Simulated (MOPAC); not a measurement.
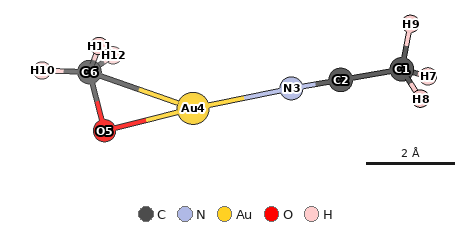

Figure 1. The structure as given in the input (ball-and-stick view, seen at a tilt; atoms are numbered from 1 in the order of the input). Sticks mark near contacts. Bond lengths as drawn: Au–C 2.56 Å, Au–N 2.32 Å, Au–O 2.11 Å, C–C 1.43 Å, C–H 1.10 to 1.11 Å, C–N 1.16 Å and C–O 1.40 Å.

**Frequency calculation, with input and output: C3H6AuNO (part 1 of 3)**

- system: C3H6AuNO
- method: PM6-DH+, closed shell, dispersion DH+ (MOPAC 23.2.5)

The geometry was optimised with PM6-DH+.

Input (mol.mop)
```
PM6-DH+ THERMO(200,600,200) SINGLET FORCE AUX(PRECISION=6) THREADS=1
C3H6AuNO
CC#[N+][Au-][O]C
C     -0.594060 +1    -2.270865 +1     3.006461 +1
C     -0.325916 +1    -1.547287 +1     1.796611 +1
N     -0.110262 +1    -0.963340 +1     0.821768 +1
Au     0.344889 +1     0.148921 +1    -1.160988 +1
O      0.788678 +1     1.076975 +1    -3.003528 +1
C      0.440929 +1     2.336353 +1    -2.495889 +1
H      0.325249 +1    -2.433017 +1     3.606877 +1
H     -1.025189 +1    -3.273545 +1     2.804071 +1
H     -1.315103 +1    -1.737664 +1     3.660062 +1
H      0.586405 +1     3.071895 +1    -3.303691 +1
H     -0.625015 +1     2.337278 +1    -2.196729 +1
H      1.106758 +1     2.595112 +1    -1.650008 +1
```

Run on 1 thread of AMD EPYC (Zen 3), 128 GiB of memory available, shared host.

Run as:
```bash
mopac mol.mop
```

The program's output
```
MOPAC v23.2.5
PM6-DH+ CALCULATION RESULTS

 *  PM6-DH+    - CORRECT DISPERSION AND HYDROGEN BOND TERMS USING PM6-DH+
 *  SINGLET    - SPIN STATE DEFINED AS A SINGLET
 *  FORCE      - FORCE CALCULATION SPECIFIED
 *  THREADS=1  - MULTI-THREADING NOT USED
 *  AUX        - OUTPUT AUXILIARY INFORMATION
 *  THERMO     - THERMODYNAMIC QUANTITIES TO BE CALCULATED
PM6-DH+ THERMO(200,600,200) SINGLET FORCE AUX(PRECISION=6) THREADS=1
 C3H6AuNO
 CC#[N+][Au-][O]C
   ATOM   CHEMICAL          X               Y               Z
  NUMBER   SYMBOL      (ANGSTROMS)     (ANGSTROMS)     (ANGSTROMS)

     1       C         -0.59406000  *  -2.27086500  *   3.00646100  *
     2       C         -0.32591600  *  -1.54728700  *   1.79661100  *
     3       N         -0.11026200  *  -0.96334000  *   0.82176800  *
     4      Au          0.34488900  *   0.14892100  *  -1.16098800  *
     5       O          0.78867800  *   1.07697500  *  -3.00352800  *
     6       C          0.44092900  *   2.33635300  *  -2.49588900  *
     7       H          0.32524900  *  -2.43301700  *   3.60687700  *
     8       H         -1.02518900  *  -3.27354500  *   2.80407100  *
     9       H         -1.31510300  *  -1.73766400  *   3.66006200  *
    10       H          0.58640500  *   3.07189500  *  -3.30369100  *
    11       H         -0.62501500  *   2.33727800  *  -2.19672900  *
    12       H          1.10675800  *   2.59511200  *  -1.65000800  *

          CARTESIAN COORDINATES

    NO.       ATOM           X           Y           Z

     1         C         -0.5941     -2.2709      3.0065
     2         C         -0.3259     -1.5473      1.7966
     3         N         -0.1103     -0.9633      0.8218
     4        Au          0.3449      0.1489     -1.1610
     5         O          0.7887      1.0770     -3.0035
     6         C          0.4409      2.3364     -2.4959
     7         H          0.3252     -2.4330      3.6069
     8         H         -1.0252     -3.2735      2.8041
     9         H         -1.3151     -1.7377      3.6601
    10         H          0.5864      3.0719     -3.3037
    11         H         -0.6250      2.3373     -2.1967
    12         H          1.1068      2.5951     -1.6500

 "Third-Generation Hydrogen-Bonding Corrections for Semiempirical QM Methods and Force Fields"

           Empirical Formula: C3 H6 N O Au  =    12 atoms

      MOLECULAR POINT GROUP   :   C1

 SINGLET STATE CALCULATION

      RHF CALCULATION, NO. OF DOUBLY OCCUPIED LEVELS = 20

          *********************************************
          *                                           *
          *                 WARNING                   *
          *                                           *
          *********************************************

          Dispersion parameters missing for Gold

          *********************************************
          *                                           *
          *              END OF WARNING               *
          *                                           *
          *********************************************

          HEAT OF FORMATION =      86.149177 KCALS/MOLE

          CARTESIAN COORDINATE DERIVATIVES

   NUMBER  ATOM         X            Y            Z

     1       C     -0.007998     0.005282     0.007129
     2       C     -0.020221     0.026770     0.026708
     3       N      0.032667    -0.048773    -0.045360
     4      Au     -0.002559     0.011759     0.001813
     5       O      0.018651    -0.019050    -0.001506
     6       C     -0.016154     0.025696    -0.001881
     7       H     -0.009084    -0.011392     0.003966
     8       H      0.004815     0.008817     0.008767
     9       H     -0.000961     0.004276    -0.011350
    10       H      0.005935    -0.010858    -0.006329
    11       H      0.001861     0.003720    -0.008864
    12       H     -0.006949     0.003753     0.026905

 DIPOLE           X         Y         Z       TOTAL
 POINT-CHG.   -11.631     2.172     0.585    11.846
 HYBRID        -0.695    -0.080    -0.025     0.700
 SUM          -12.325     2.092     0.560    12.514

          GRADIENT NORM =   0.10440

          TIME FOR SCF CALCULATION =    0.01

          TIME FOR DERIVATIVES     =    0.00

          MOLECULAR WEIGHT =  269.05

          ROTATIONAL CONSTANTS IN CM(-1)

          A =    0.59561300   B =    0.02325820   C =    0.02258181

           PRINCIPAL MOMENTS OF INERTIA IN UNITS OF 10**(-40)*GRAM-CM**2

          A =       46.9982   B =     1203.5647   C =     1239.6149

          ORIENTATION OF MOLECULE IN FORCE CALCULATION

    NO.       ATOM         X         Y         Z

     1          C      -4.6058   -0.0063   -0.0065
     2          C      -3.1708   -0.0063   -0.0065
     3          N      -2.0141   -0.0054   -0.0065
     4         Au       0.3034   -0.0710   -0.0204
     5          O       2.4078   -0.2251   -0.0547
     6          C       2.5498    1.1171    0.3233
     7          H      -5.0219   -0.3940    0.9467
     8          H      -5.0213   -0.6394   -0.8181
     9          H      -5.0227    1.0121   -0.1488
    10          H       3.6290    1.3316    0.3881
    11          H       2.0989    1.7720   -0.4471
    12          H       2.0916    1.2755    1.3186

    FIRST DERIVATIVES WILL BE USED IN THE CALCULATION OF SECOND DERIVATIVES

          ESTIMATED TIME TO COMPLETE CALCULATION =        0.84 SECONDS

    FOR POINT-GROUP C1   THERE ARE   1 UNIQUE SYMMETRY FUNCTIONS.

 STEP:   1 TIME =     0.01 SECS, INTEGRAL =      0.01 TIME LEFT: 172799.98
 STEP:   2 TIME =     0.01 SECS, INTEGRAL =      0.02 TIME LEFT: 172799.96
 STEP:   3 TIME =     0.01 SECS, INTEGRAL =      0.04 TIME LEFT: 172799.95
 STEP:   4 TIME =     0.01 SECS, INTEGRAL =      0.04 TIME LEFT: 172799.95
 STEP:   5 TIME =     0.01 SECS, INTEGRAL =      0.05 TIME LEFT: 172799.94
 STEP:   6 TIME =     0.02 SECS, INTEGRAL =      0.07 TIME LEFT: 172799.92
 STEP:   7 TIME =     0.02 SECS, INTEGRAL =      0.08 TIME LEFT: 172799.91
 STEP:   8 TIME =     0.01 SECS, INTEGRAL =      0.09 TIME LEFT: 172799.90
 STEP:   9 TIME =     0.01 SECS, INTEGRAL =      0.10 TIME LEFT: 172799.89
 STEP:  10 TIME =     0.01 SECS, INTEGRAL =      0.11 TIME LEFT: 172799.88
 STEP:  11 TIME =     0.01 SECS, INTEGRAL =      0.12 TIME LEFT: 172799.87
 STEP:  12 TIME =     0.01 SECS, INTEGRAL =      0.13 TIME LEFT: 172799.86
 STEP:  13 TIME =     0.01 SECS, INTEGRAL =      0.14 TIME LEFT: 172799.85
 STEP:  14 TIME =     0.01 SECS, INTEGRAL =      0.14 TIME LEFT: 172799.84
 STEP:  15 TIME =     0.01 SECS, INTEGRAL =      0.15 TIME LEFT: 172799.84
 STEP:  16 TIME =     0.01 SECS, INTEGRAL =      0.16 TIME LEFT: 172799.82
 STEP:  17 TIME =     0.01 SECS, INTEGRAL =      0.18 TIME LEFT: 172799.81
 STEP:  18 TIME =     0.01 SECS, INTEGRAL =      0.19 TIME LEFT: 172799.80
 STEP:  19 TIME =     0.01 SECS, INTEGRAL =      0.20 TIME LEFT: 172799.79
 STEP:  20 TIME =     0.01 SECS, INTEGRAL =      0.20 TIME LEFT: 172799.79
 STEP:  21 TIME =     0.01 SECS, INTEGRAL =      0.21 TIME LEFT: 172799.78
 STEP:  22 TIME =     0.01 SECS, INTEGRAL =      0.22 TIME LEFT: 172799.77
 STEP:  23 TIME =     0.01 SECS, INTEGRAL =      0.23 TIME LEFT: 172799.76
 STEP:  24 TIME =     0.01 SECS, INTEGRAL =      0.23 TIME LEFT: 172799.75
 STEP:  25 TIME =     0.01 SECS, INTEGRAL =      0.24 TIME LEFT: 172799.75
 STEP:  26 TIME =     0.01 SECS, INTEGRAL =      0.25 TIME LEFT: 172799.74
 STEP:  27 TIME =     0.01 SECS, INTEGRAL =      0.26 TIME LEFT: 172799.73
 STEP:  28 TIME =     0.01 SECS, INTEGRAL =      0.27 TIME LEFT: 172799.72
 STEP:  29 TIME =     0.01 SECS, INTEGRAL =      0.28 TIME LEFT: 172799.71
 STEP:  30 TIME =     0.01 SECS, INTEGRAL =      0.29 TIME LEFT: 172799.70
 STEP:  31 TIME =     0.01 SECS, INTEGRAL =      0.30 TIME LEFT: 172799.69
 STEP:  32 TIME =     0.01 SECS, INTEGRAL =      0.30 TIME LEFT: 172799.68
 STEP:  33 TIME =     0.01 SECS, INTEGRAL =      0.31 TIME LEFT: 172799.68
 STEP:  34 TIME =     0.01 SECS, INTEGRAL =      0.32 TIME LEFT: 172799.66
 STEP:  35 TIME =     0.01 SECS, INTEGRAL =      0.33 TIME LEFT: 172799.66
 STEP:  36 TIME =     0.01 SECS, INTEGRAL =      0.34 TIME LEFT: 172799.65

(To convert to Hartree/Bohr^2, multiply by (10^(-21) x N x a0^2)/(4.184 x 627.51) =  0.0642)

           FORCE MATRIX IN MILLIDYNES/ANGSTROM

                  C  1       C  2       N  3      Au  4       O  5       C  6
 ------------------------------------------------------------------------------
     C    1  11.818132
     C    2   5.014144  25.493790
     N    3   1.095789  19.073632  20.783658
    Au    4   0.051991   0.094489   0.759680   3.011316
     O    5   0.018321   0.022710   0.085325   1.783524   6.762235
     C    6   0.023378   0.016538   0.069528   0.436475   4.729603  10.857887
     H    7   3.362706   0.769018   0.065764   0.012807   0.004878   0.005836
     H    8   3.361738   0.769144   0.066041   0.012772   0.003936   0.005557
     H    9   3.364573   0.768370   0.065579   0.012898   0.006083   0.006300
     H   10   0.004670   0.003311   0.013502   0.046802   0.802378   3.369538
     H   11   0.003189   0.005252   0.006014   0.167479   0.816009   3.159393
     H   12   0.003197   0.005257   0.006032   0.167390   0.816076   3.159260

                  H  7       H  8       H  9       H 10       H 11       H 12
 ------------------------------------------------------------------------------
     H    7   4.128525
     H    8   0.411149   4.127604
     H    9   0.411738   0.411557   4.130389
     H   10   0.001203   0.001235   0.001163   4.166882
     H   11   0.000786   0.000813   0.000731   0.430428   4.005849
     H   12   0.000777   0.000802   0.000727   0.430152   0.428316   4.005890

          HEAT OF FORMATION =      86.149177 KCALS/MOLE

          ZERO POINT ENERGY      49.628 KCAL/MOL

           NORMAL COORDINATE ANALYSIS (Total motion = 1 Angstrom)

   Root No.       1         2         3         4         5         6         7         8

                 1 A       2 A       3 A       4 A       5 A       6 A       7 A       8 A

                  25.9      30.5      47.5     109.1     111.1     186.4     212.6     221.3

           1    0.0036    0.0001    0.0003    0.0078    0.0005    0.1231   -0.0008    0.0195
           2    0.0750   -0.0211    0.0047   -0.0916    0.0118    0.0028   -0.0002   -0.0014
           3    0.0225    0.0710   -0.0125   -0.0131   -0.0877    0.0005    0.0009   -0.0004
           4    0.0036    0.0001    0.0003    0.0076    0.0004    0.1175   -0.0008    0.0184
           5    0.0319   -0.0058    0.0033    0.0736   -0.0099   -0.0064    0.0004    0.0008
           6    0.0098    0.0202   -0.0082    0.0102    0.0715   -0.0013   -0.0015    0.0003
           7    0.0036    0.0001    0.0003    0.0076    0.0005    0.1149   -0.0007    0.0177
           8   -0.0028    0.0062    0.0018    0.1872   -0.0247   -0.0101    0.0006    0.0012
           9   -0.0005   -0.0202   -0.0039    0.0266    0.1799   -0.0020   -0.0022    0.0004
          10    0.0032    0.0000    0.0000   -0.0002    0.0001   -0.0184    0.0004   -0.0141
          11   -0.0212    0.0055   -0.0019   -0.0121    0.0019    0.0030   -0.0005   -0.0078
          12   -0.0065   -0.0188    0.0050   -0.0015   -0.0125    0.0008    0.0027   -0.0021
          13    0.0111   -0.0008    0.0002    0.0012    0.0001   -0.0301    0.0008   -0.0223
          14    0.0823   -0.0432    0.0032    0.0124   -0.0085   -0.0143    0.0070    0.0605
          15    0.0247    0.1500   -0.0052   -0.0022    0.0351   -0.0044   -0.0309    0.0157
          16   -0.0599    0.0002   -0.0013   -0.0190   -0.0025   -0.0495   -0.0037    0.1498
          17    0.0891   -0.0071    0.0118    0.0134    0.0015   -0.0135   -0.0003    0.0398
          18    0.0276    0.0213   -0.0350    0.0039    0.0009   -0.0039   -0.0028    0.0117
          19    0.0003    0.0388   -0.0023    0.0384   -0.1170    0.1213    0.0012    0.0198
          20    0.0970   -0.0947   -0.2357   -0.1361    0.0038    0.0067   -0.0008   -0.0028
          21    0.0299    0.0582   -0.1113   -0.0177   -0.1427    0.0021    0.0015   -0.0007
          22   -0.0228   -0.0222    0.0017    0.0979    0.0850    0.1168   -0.0020    0.0211
          23    0.0799    0.0329    0.2099   -0.1469    0.0308    0.0044   -0.0001   -0.0016
          24    0.0322    0.0404   -0.1732   -0.0165   -0.1462    0.0016    0.0013   -0.0012
          25    0.0333   -0.0161    0.0016   -0.1130    0.0333    0.1298   -0.0016    0.0179
          26    0.0864   -0.0154    0.0411   -0.1433    0.0208    0.0062   -0.0004   -0.0019
          27    0.0164    0.1601    0.2442   -0.0263   -0.1203   -0.0002    0.0020    0.0001
          28   -0.0713    0.0000   -0.0016   -0.0223   -0.0030   -0.0541   -0.0058    0.1813
          29    0.1413   -0.0241    0.0166    0.0295   -0.0040    0.0058   -0.0853   -0.1085
          30    0.0438    0.0806   -0.0474    0.0045    0.0281    0.0034    0.3136   -0.0143
          31   -0.0801    0.0729   -0.0090   -0.0292    0.0256   -0.0537    0.2719    0.2079
          32    0.0676   -0.0774   -0.0061    0.0100   -0.0182   -0.0182    0.0148    0.0886
          33    0.0213   -0.0810   -0.0457    0.0068   -0.0320   -0.0077   -0.1434    0.0303
          34   -0.0825   -0.0716    0.0054   -0.0211   -0.0319   -0.0567   -0.2805    0.1829
          35    0.0662    0.1066    0.0316    0.0016    0.0337   -0.0192    0.0579    0.0970
          36    0.0208   -0.0298   -0.0350    0.0049   -0.0176   -0.0044   -0.1330    0.0096

   Root No.       9        10        11        12        13        14        15        16

                 9 A      10 A      11 A      12 A      13 A      14 A      15 A      16 A

                 432.0     432.2     435.9    1033.9    1034.3    1081.5    1084.8    1100.6

           1   -0.0001    0.0007    0.0157    0.0000    0.0001   -0.0002   -0.0102    0.1315
           2    0.0095   -0.0232   -0.0002    0.0473    0.0702    0.0000   -0.0002    0.0000
           3   -0.0229   -0.0097    0.0000   -0.0700    0.0475   -0.0000   -0.0001    0.0001
           4   -0.0000    0.0006    0.0120   -0.0000    0.0000    0.0001    0.0045   -0.0669
           5   -0.0710    0.1723    0.0012   -0.0383   -0.0567   -0.0000    0.0003    0.0001
           6    0.1709    0.0716   -0.0005    0.0566   -0.0383    0.0000    0.0001   -0.0000
           7   -0.0001    0.0006    0.0106   -0.0001    0.0001    0.0001    0.0078   -0.1048
           8    0.0437   -0.1056   -0.0010    0.0067    0.0099    0.0000   -0.0000    0.0002
           9   -0.1051   -0.0440    0.0003   -0.0099    0.0067   -0.0000   -0.0000    0.0001
          10   -0.0000   -0.0000   -0.0341    0.0000   -0.0000    0.0000    0.0003    0.0007
          11   -0.0002    0.0005    0.0012    0.0000    0.0000    0.0000   -0.0001   -0.0000
          12    0.0005    0.0002    0.0002   -0.0000    0.0000   -0.0001   -0.0000   -0.0000
          13    0.0006   -0.0008    0.3464   -0.0001   -0.0002   -0.0003   -0.0340   -0.0053
          14    0.0004   -0.0005   -0.0273   -0.0000   -0.0002    0.0095    0.0090   -0.0012
          15   -0.0015   -0.0004   -0.0062   -0.0001   -0.0000   -0.0331    0.0028   -0.0004
          16    0.0001   -0.0004    0.0592    0.0001    0.0003    0.0005    0.0711    0.0091
          17    0.0002   -0.0010    0.0080    0.0001    0.0003   -0.0214   -0.0169    0.0009
          18   -0.0002   -0.0003    0.0025    0.0001    0.0001    0.0751   -0.0053    0.0003
          19   -0.2593   -0.0012    0.0166    0.3648   -0.0782   -0.0002   -0.0161    0.1896
          20    0.0521   -0.1273   -0.0010   -0.0638   -0.1155    0.0000    0.0013   -0.0142
          21   -0.1291   -0.0529    0.0006    0.0853   -0.0709   -0.0000   -0.0028    0.0336
          22    0.1273    0.2278    0.0158   -0.1149    0.3548   -0.0003   -0.0170    0.1898
          23    0.0526   -0.1281   -0.0011   -0.0816   -0.0942   -0.0000    0.0022   -0.0225
          24   -0.1277   -0.0547    0.0001    0.1047   -0.0533    0.0001    0.0025   -0.0288
          25    0.1315   -0.2241    0.0135   -0.2495   -0.2784   -0.0003   -0.0148    0.1901
          26    0.0540   -0.1294   -0.0007   -0.0561   -0.0909   -0.0001   -0.0027    0.0362
          27   -0.1246   -0.0520    0.0003    0.1093   -0.0799    0.0001    0.0004   -0.0058
          28    0.0000   -0.0003    0.0015   -0.0001   -0.0001   -0.0000   -0.0454   -0.0052
          29    0.0004   -0.0012    0.2709    0.0005    0.0016    0.0421    0.3653    0.0463
          30    0.0007   -0.0003    0.0761    0.0001    0.0004   -0.1328    0.1039    0.0129
          31    0.0004    0.0000   -0.0370   -0.0001   -0.0005   -0.0348   -0.1548   -0.0186
          32    0.0007   -0.0004   -0.0858    0.0001   -0.0005   -0.3104   -0.1490   -0.0186
          33    0.0001   -0.0002   -0.0238    0.0001   -0.0002   -0.2082   -0.0215   -0.0038
          34   -0.0006   -0.0000   -0.0369   -0.0002   -0.0005    0.0322   -0.1553   -0.0186
          35   -0.0008   -0.0007   -0.0855   -0.0004   -0.0004    0.3697   -0.1457   -0.0176
          36   -0.0004   -0.0001   -0.0246   -0.0000   -0.0002   -0.0170   -0.0602   -0.0066

   Root No.      17        18        19        20        21        22        23        24

                17 A      18 A      19 A      20 A      21 A      22 A      23 A      24 A

                1167.8    1194.7    1194.9    1236.3    1268.3    1308.1    1346.6    2372.3
```
